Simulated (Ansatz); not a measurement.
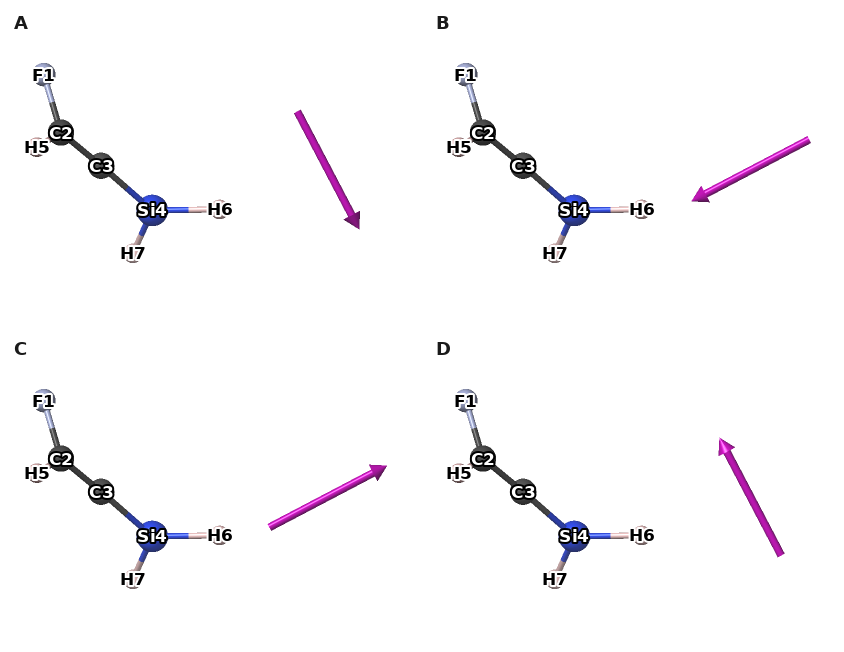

The same molecule four times, each with an arrow. The computed structure is the end point of a PBE0-D4/def2-TZVP optimisation. No frequency run is at hand to confirm it as a minimum. Method: RKS PBE0-D4/def2-TZVP (Ansatz 0.2.0).

**Which arrow points along the dipole moment, from the negative to the positive end?**

A. The dipole moment is 2.08 D; it points from the side of F1 to the side of H6, H7 (the outermost atoms at the two ends).
